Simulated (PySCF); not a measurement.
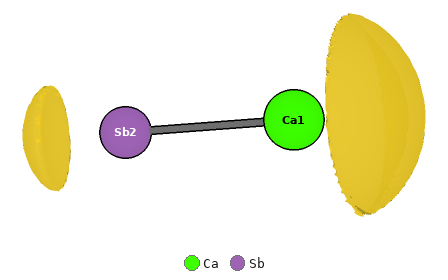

CaSb (quartet). Isosurface of the ELF at 0.85 (yellow), seen from one side. Only the valence region is drawn (cores and ρ < 0.01 e/Å³ removed).

Core potentials replace the inner electrons of Sb.

Theory: PBE0/def2-SVPD, non-relativistic Hamiltonian with scalar-relativistic core potentials where named, at a bond length of 3.095 Å (PySCF 2.14.0).

```xyz
2

Ca    0.0000    0.0000   -2.3261
Sb    0.0000    0.0000    0.7689
```

Q: Describe the localisation domains.

A: At this value the surface marks out one lobe on Sb, pointing away from the bonds (non-bonding electrons) and one region wrapped around Ca (its valence shell). Along the contacts the grid gives the following. Ca–Sb (3.09 Å): the ELF peaks at about 0.80 in the valence shell of Sb, 1.4 Å from its nucleus, and drops to about 0.25 between the two atoms.
